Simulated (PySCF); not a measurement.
Vertical excitations of a molecule C4H7Cl from PySCF with TDA-LC-ωPBE/def2-SVPD, as energy in eV (oscillator strength): 7.05 (0.000), 7.31 (0.584), 7.40 (0.002), 8.10 (0.000), 8.31 (0.007), 8.48 (0.005), 8.73 (0.003), 9.01 (0.000), 9.04 (0.027), 9.09 (0.029). Lowest triplet (TDA): 3.99 eV. Geometry: PBE0-D3(BJ)/def2-SVP. The values are those of a single conformer.

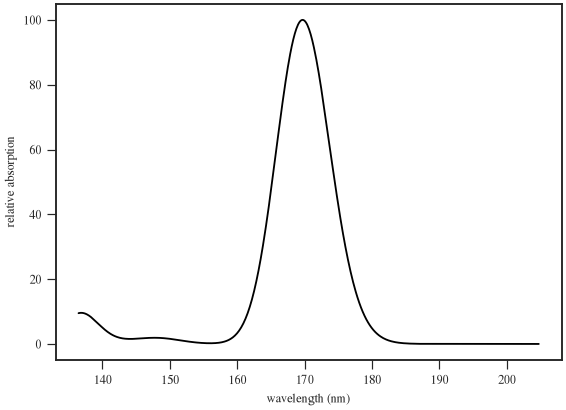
Figure. The lines broadened by 0.4 eV.

Problem. Pick the molecule that these values belong to.
A. C[C@@H]1C[C@H]1Cl
B. CC(C)=CCl
C. C/C=C(\C)Cl
D. CC/C=C\Cl

Solution. B, CC(C)=CCl
